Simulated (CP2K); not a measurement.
# C2H5Al (AlH2(vinyl)): PM3

What is the energy change on altering one bond length of C2H5Al (AlH2(vinyl)) at PM3? 

Program for the calculation: CP2K 2026.2.

2 further runs of the same task are left out: 1 that didn't finish, 1 set aside as unsound or not needed.

**1. The system as given**

C2H5Al: 8 atoms, total charge 0, spin state singlet. SMILES: `[H][Al]([H])[CH]=C`. The shape comes from GFN2-xTB, which is rough for such elements, and wasn't checked as a minimum.

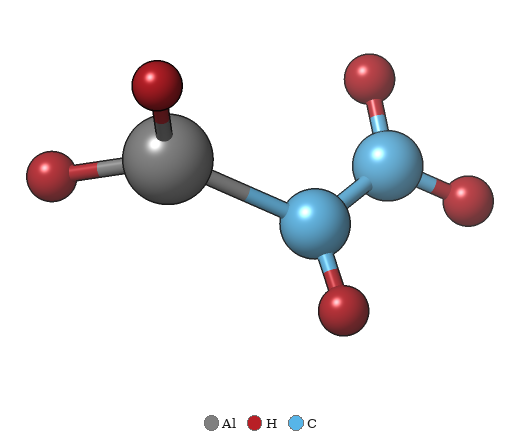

Viewed from a chosen angle; aluminium grey, hydrogen red, carbon blue.

**2. Energy and forces at PM3**

Contents of qs.inp:

```
&GLOBAL
  PROJECT_NAME qs
  RUN_TYPE ENERGY_FORCE
  PRINT_LEVEL MEDIUM
&END

&FORCE_EVAL
  METHOD QS
  &DFT
    &QS
      METHOD PM3
      EPS_DEFAULT 1.0E-10
      &SE
        &COULOMB
          CUTOFF [angstrom] 50
          RC_RANGE [angstrom] 0
        &END
        &EXCHANGE
          CUTOFF [angstrom] 50
          RC_RANGE [angstrom] 0
        &END
      &END
    &END
    &POISSON
      PERIODIC NONE
      POISSON_SOLVER ANALYTIC
    &END
    &SCF
      SCF_GUESS ATOMIC
      EPS_SCF 1.0E-06
      MAX_SCF 150
      ADDED_MOS 4
      &DIAGONALIZATION
        ALGORITHM STANDARD
      &END
      &MIXING
        METHOD DIRECT_P_MIXING
        ALPHA 0.4
      &END
    &END
    &PRINT
      &MOMENTS
        PERIODIC F
        REFERENCE COM
        MAX_MOMENT 1
      &END
      &MO ON
        ENERGIES T
        OCCUPATION_NUMBERS T
        NDIGITS 6
        &EACH
          QS_SCF 0
        &END
        ADD_LAST NUMERIC
      &END
      &HIRSHFELD OFF
      &END
    &END
  &END
  &SUBSYS
    &CELL
      ABC 11.5 12.6 11
      PERIODIC NONE
    &END
    &COORD
      Al     5.967215     7.232840     4.938655
      H      7.514955     7.320420     4.978645
      H      5.276845     8.621560     4.925265
      C      4.973015     5.519230     4.918855
      C      4.526165     4.917330     6.029455
      H      4.744665     4.983970     3.989175
      H      4.686785     5.343260     7.010825
      H      3.985045     3.978440     6.019965
    &END
  &END
  &PRINT
    &FORCES ON
    &END
  &END
&END
```

Command:

```console
OMP_NUM_THREADS=1 cp2k.psmp qs.inp > qs.out
```

What it wrote:

```text
CP2K| version string:                                       CP2K version 2026.2
[...]
 GLOBAL| Method name                                                        CP2K
[...]
 GLOBAL| Run type                                                   ENERGY_FORCE
[...]
                             - Atoms:                                          8
[...]
                             - Spherical basis functions:                     17
[...]
 Number of electrons:                                                         16
[...]
     1 P_Mix/Diag. 0.40E+00    0.0     0.72051535        -9.0806805256 -9.08E+00
[...]
    17 DIIS/Diag.  0.15E-06    0.0     0.00000044       -13.2418975276 -4.67E-12
  *** SCF run converged in    17 steps ***
  Core-core repulsion energy [eV]:                            620.56074902320734
  Core Hamiltonian energy [eV]:                              -524.50811424194887
  Two-electron integral energy [eV]:                         -912.76598278615609
  Electronic energy [eV]:                                    -980.89110563502697
  Total energy [eV]:                                         -360.33035661181958
  Atomic reference energy [eV]:                               364.25597864592214
  Heat of formation [kcal/mol]:                                90.52700185981587
[...]
 SE_DIPOLE| Moment [Debye]         -0.05058659      -0.06674877       0.07188001
 SE_DIPOLE| Derivative [a.u.]       0.00000000       0.00000000       0.00000000
 ENERGY| Total FORCE_EVAL ( QS ) energy [hartree]            -13.241897527567801
 FORCES| Atomic forces [hartree/bohr]
 FORCES|   Atom     x               y               z               |f|
 FORCES|      1 -2.10311673E-02 -3.57234884E-02  3.97284877E-03   4.16444611E-02
 FORCES|      2 -5.06764292E-03 -1.55687832E-03 -3.03437245E-04   5.31007995E-03
 FORCES|      3  1.17309212E-03 -5.23145420E-03  1.10246195E-05   5.36137853E-03
 FORCES|      4 -9.62756260E-04  1.57192913E-03  1.80808262E-02   1.81745464E-02
 FORCES|      5  1.98411134E-02  2.96999358E-02 -2.71958688E-02   4.48928864E-02
 FORCES|      6  7.44633315E-03  1.26134816E-02  4.73060889E-04   1.46550872E-02
 FORCES|      7 -2.00968277E-04  4.03883015E-04  3.33034553E-03   3.36076049E-03
 FORCES|      8 -1.19800399E-03 -1.77740872E-03  1.63120010E-03   2.69354953E-03
 FORCES| Sum     1.17961196E-16  1.24900090E-16 -1.04083409E-17
 FORCES| Total atomic force                                       1.72113945E-16
[...]
```

Wall time 0.26 s (1 thread of Arm Neoverse V1, shared host).

**3. The distorted shape, same level**

Contents of gas.inp:

```
&FORCE_EVAL
 METHOD Quickstep
 &DFT
  &QS
   METHOD PM3
   EPS_DEFAULT 1.0E-10
   &SE
    &COULOMB
     CUTOFF [angstrom] 50
     RC_RANGE [angstrom] 0
    &END COULOMB
    &EXCHANGE
     CUTOFF [angstrom] 50
     RC_RANGE [angstrom] 0
    &END EXCHANGE
   &END SE
  &END QS
  &POISSON
   PERIODIC NONE
   POISSON_SOLVER ANALYTIC
  &END POISSON
  &SCF
   SCF_GUESS ATOMIC
   EPS_SCF 1.0E-06
   MAX_SCF 150
   ADDED_MOS 4
   &DIAGONALIZATION
    ALGORITHM STANDARD
   &END DIAGONALIZATION
   &MIXING
    METHOD DIRECT_P_MIXING
    ALPHA 0.4
   &END MIXING
  &END SCF
  &PRINT
   &MOMENTS
    PERIODIC F
    REFERENCE COM
    MAX_MOMENT 1
   &END MOMENTS
   &MO ON
    ENERGIES T
    OCCUPATION_NUMBERS T
    NDIGITS 6
    &EACH
     QS_SCF 0
    &END EACH
    ADD_LAST NUMERIC
   &END MO
   &HIRSHFELD OFF
   &END HIRSHFELD
  &END PRINT
 &END DFT
 &SUBSYS
  &CELL
   ABC 13.1 12.6 11
   PERIODIC NONE
  &END CELL
  &COORD
   Al     5.993326     7.232840     4.938655
   H      9.088844     7.408002     5.018636
   H      5.302956     8.621560     4.925265
   C      4.999126     5.519230     4.918855
   C      4.552276     4.917330     6.029455
   H      4.770776     4.983970     3.989175
   H      4.712896     5.343260     7.010825
   H      4.011157     3.978440     6.019965
  &END COORD
 &END SUBSYS
 &PRINT
  &FORCES ON
  &END FORCES
 &END PRINT
&END FORCE_EVAL

&GLOBAL
 PROJECT gas
 RUN_TYPE ENERGY_FORCE
 PRINT_LEVEL MEDIUM
&END GLOBAL
```

Command:

```console
OMP_NUM_THREADS=1 cp2k.psmp -i gas.inp > gas.out 2>&1
```

What it wrote:

```text
CP2K| version string:                                       CP2K version 2026.2
[...]
 GLOBAL| Method name                                                        CP2K
[...]
 GLOBAL| Run type                                                   ENERGY_FORCE
[...]
 GENERATE| WARNING:: No connections detected for Hydrogen - Atom Nr:         2 !
 GENERATE|  Preliminary Number of Bonds generated:                             0
 GENERATE|  Achieved consistency in connectivity generation.
[...]
                             - Atoms:                                          8
[...]
                             - Spherical basis functions:                     17
[...]
 Number of electrons:                                                         16
[...]
     1 P_Mix/Diag. 0.40E+00    0.0     0.83821639        -9.1179138333 -9.12E+00
[...]
    20 DIIS/Diag.  0.22E-06    0.0     0.00000047       -13.0945979060 -1.23E-12
  *** SCF run converged in    20 steps ***
  Core-core repulsion energy [eV]:                            600.95552289591433
  Core Hamiltonian energy [eV]:                              -521.84650838985965
  Two-electron integral energy [eV]:                         -870.86228914649087
  Electronic energy [eV]:                                    -957.27765296310520
  Total energy [eV]:                                         -356.32213006719081
  Atomic reference energy [eV]:                               364.25597864592214
  Heat of formation [kcal/mol]:                               182.95890913667736
[...]
 SE_DIPOLE| Moment [Debye]          0.41544983       0.19352149       0.02246187
 SE_DIPOLE| Derivative [a.u.]       0.00000000       0.00000000       0.00000000
 ENERGY| Total FORCE_EVAL ( QS ) energy [hartree]            -13.094597905991716
 FORCES| Atomic forces [hartree/bohr]
 FORCES|   Atom     x               y               z               |f|
 FORCES|      1  5.18687586E-03 -3.76255081E-02  4.64821188E-03   3.82647150E-02
 FORCES|      2 -4.24410799E-02 -2.99470481E-03 -1.15400875E-03   4.25622516E-02
 FORCES|      3  5.99212556E-03 -5.16982839E-03  1.44986050E-04   7.91540999E-03
 FORCES|      4  6.47332260E-03  5.48269862E-03  1.69545046E-02   1.89583521E-02
 FORCES|      5  1.91659427E-02  2.92012057E-02 -2.61908360E-02   4.36578018E-02
 FORCES|      6  7.15345809E-03  1.24455295E-02  5.18487770E-04   1.43642611E-02
 FORCES|      7  6.82778061E-05  2.78884961E-04  3.43499957E-03   3.44697850E-03
 FORCES|      8 -1.59892268E-03 -1.61827744E-03  1.64365491E-03   2.80659528E-03
 FORCES| Sum    -7.28583860E-17  1.17961196E-16  2.22044605E-16
 FORCES| Total atomic force                                       2.61776612E-16
[...]
```

Run time: 0.26 s. Hardware: 1 thread of Arm Neoverse V1, shared host.

**4. What came out**

At PM3:

| quantity | value |
| --- | --- |
| first shape: total energy | -13.24190 Eh |
| first shape: dipole moment | 0.11 D |
| first shape: HOMO energy | -9.87 eV |
| first shape: LUMO energy | -2.14 eV |
| first shape: HOMO–LUMO gap | 7.73 eV |
| first shape: heat of formation at this unrelaxed shape | 90.5 kcal/mol |
| first shape: largest force on an atom | 2.308 eV/Å |
| distorted shape: total energy | -13.09460 Eh |
| distorted shape: dipole moment | 0.46 D |
| distorted shape: HOMO energy | -8.21 eV |
| distorted shape: LUMO energy | -2.29 eV |
| distorted shape: HOMO–LUMO gap | 5.92 eV |
| distorted shape: heat of formation at this unrelaxed shape | 183.0 kcal/mol |
| distorted shape: largest force on an atom | 2.245 eV/Å |
| energy change with the Al1–H2 bond stretched from 1.551 to 3.102 Å | 4.008 eV |

**Reading.** One bond (distorted shape) is far stretched, which a spin-restricted single reference describes badly. With the Al1–H2 bond stretched from 1.551 to 3.102 Å the energy rises by 4.01 eV (92 kcal/mol). The first shape isn't relaxed at this level, so the change isn't measured from a minimum. A restricted reference can't describe the breaking bond well at this length. The largest force (first shape) is 2.31 eV/Å: the shape isn't a stationary point for this species at this level.
